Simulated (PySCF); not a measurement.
# EPR calculation of C₅H₉BNSi

The run: EPR calculation of C₅H₉BNSi, multiplicity 2, SMILES C=C[CH]NBC#C[SiH3]. Method and program: UKS B3LYP, pcH-1 on B C H N Si, non-relativistic, mean-field spin-orbit, GIAO (PySCF 2.14.0).

It belongs to a series of runs on one base structure; here: H removed from sp3 C.

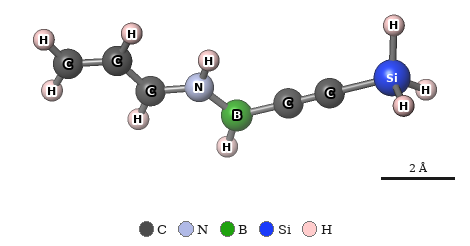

The input geometry (ball-and-stick view, seen at a tilt).

Results in brief

- outcome: converged
- total energy: −565.029736 hartree
- ⟨S²⟩: 0.773
- isotropic g: 2.0025
- hardware: 1 CPU thread, shared host
- wall time: 2 min
- peak memory: 1.1 GiB

The input
```
{"job": {"kind": "epr", "basis": "pcH-1"}, "charge": 0, "multiplicity": 2}
C     -4.292556    -0.061824    -0.279064
C     -2.979449    -0.126741     0.064220
C     -1.949108     0.490741    -0.640508
N     -0.647435     0.405088    -0.273784
B      0.483861     0.974519    -0.895804
C      1.826923     0.700322    -0.267669
C      2.900221     0.461983     0.250572
Si     4.525267     0.086384     1.035624
H     -4.615169     0.489092    -1.144411
H     -5.048951    -0.558255     0.299717
H     -2.700511    -0.694608     0.945577
H     -2.161652     1.069425    -1.525970
H     -0.506108    -0.152186     0.562303
H      0.354061     1.625814    -1.861442
H      4.311668    -0.070906     2.479320
H      5.456242     1.187622     0.775673
H      5.035699    -1.164979     0.465735
```

The first line tells a small driver script what to run in PySCF; the rest is the geometry in Å.

Launched with:
```bash
OMP_NUM_THREADS=1 python <driver script> task.json out
```

What the program printed
```
UKS, coarse grid
  cycle   1  E = -564.95674584  |g| = 3.62e-01
  cycle   2  E = -564.93338610  |g| = 4.15e-01
  cycle   3  E = -565.02445506  |g| = 9.61e-02
  cycle   4  E = -565.02835583  |g| = 4.91e-02
  cycle   5  E = -565.02946788  |g| = 1.92e-02
  cycle   6  E = -565.02966081  |g| = 1.03e-02
  cycle   7  E = -565.02973507  |g| = 4.75e-03
  cycle   8  E = -565.02975917  |g| = 1.42e-03
  cycle   9  E = -565.02976187  |g| = 7.27e-04
UKS, final grid
  cycle   1  E = -565.02973554  |g| = 1.02e-03
  cycle   2  E = -565.02973457  |g| = 1.76e-03
  cycle   3  E = -565.02973598  |g| = 4.07e-04
  cycle   4  E = -565.02973607  |g| = 5.52e-05
  cycle   5  E = -565.02973607  |g| = 4.26e-05
  cycle   6  E = -565.02973608  |g| = 1.16e-05
E = -565.02973608 Eh   <S^2> = 0.7734 (exact 0.7500)
g shifts (ppm)      1          2          3
  rmc          -137       -137       -137
  gc             -2         32         30
  oz_so          -0        294        707
  total        -140        189        600
hyperfine (MHz)  atom isotope    a_iso     a_fc   dipolar eigenvalues
    0   13C      45.91      45.97    -43.74    -42.08     85.82
    1   13C     -42.14     -42.16    -24.60      9.84     14.76
    2   13C      49.15      49.21    -45.61    -45.47     91.08
    3   14N      -5.78      -5.78     -1.10     -0.52      1.62
    4   11B       9.49       9.50     -9.66     -7.79     17.46
    5   13C     -13.01     -13.02     -4.69      0.40      4.29
    6   13C       6.53       6.55     -7.16     -5.55     12.72
    7  29Si       4.29       4.30     -0.19     -0.09      0.28
    8    1H     -33.89     -33.90    -18.12     -1.31     19.43
    9    1H     -36.08     -36.09    -21.41     -0.12     21.53
   10    1H      10.09      10.09     -4.43     -1.26      5.69
   11    1H     -35.82     -35.83    -18.17     -2.09     20.26
   12    1H      -0.07      -0.07     -3.05     -1.02      4.07
   13    1H     -11.04     -11.04     -3.16     -1.17      4.33
   14    1H       2.23       2.23     -0.44     -0.35      0.78
   15    1H       1.97       1.97     -0.43     -0.37      0.80
   16    1H       7.80       7.80     -0.48     -0.27      0.76
```

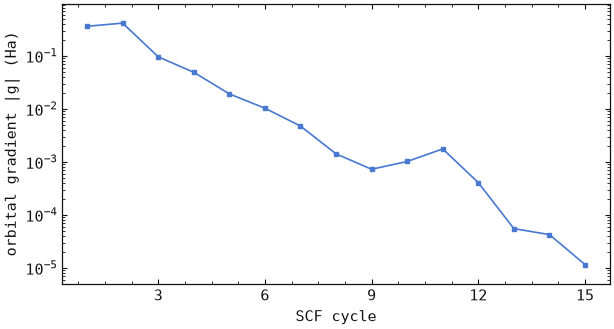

Convergence of the self-consistent field: orbital gradient |g| against the SCF cycle. All cycles printed in the log are drawn one after another.

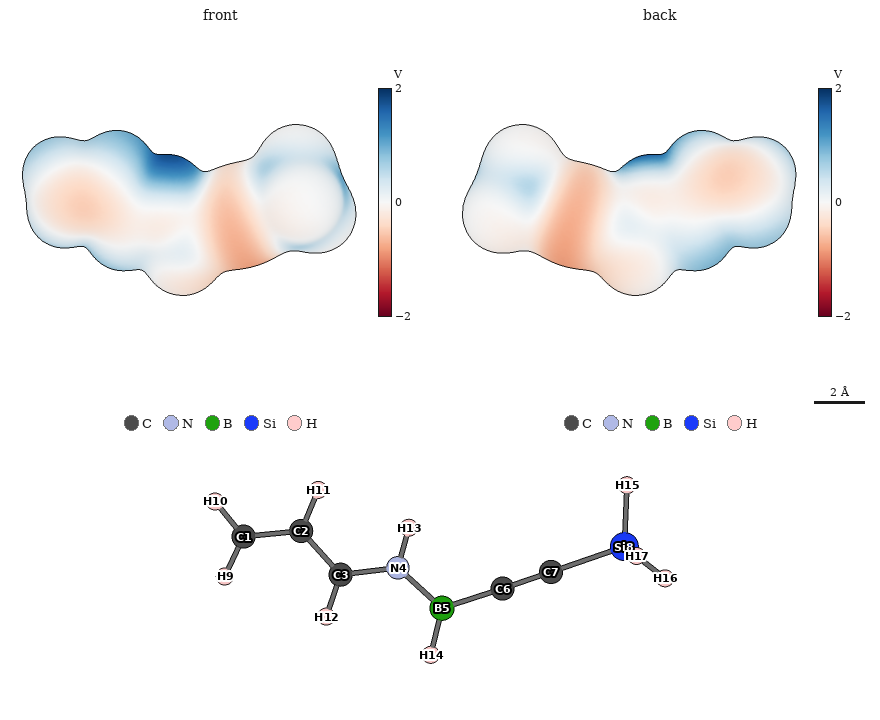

The molecular electrostatic potential painted on the density surface at 0.001 e/bohr³, seen at a tilt and from behind; red is negative and blue positive. The bare structure is drawn below in the same view. A positive charge is drawn to the negative regions and a negative charge to the positive ones.

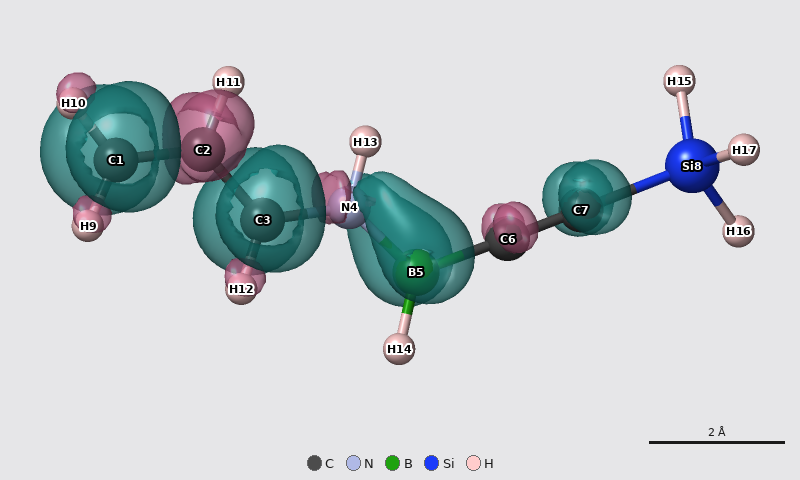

Isosurfaces of the spin density (α minus β) at +0.015 (teal) and −0.015 e/Å³ (pink), seen at a tilt. The unpaired spin (1 electron) lies mostly on C1 (about 0.4), C3 (about 0.3) and B5 (about 0.1), in electrons by Hirshfeld's partition.
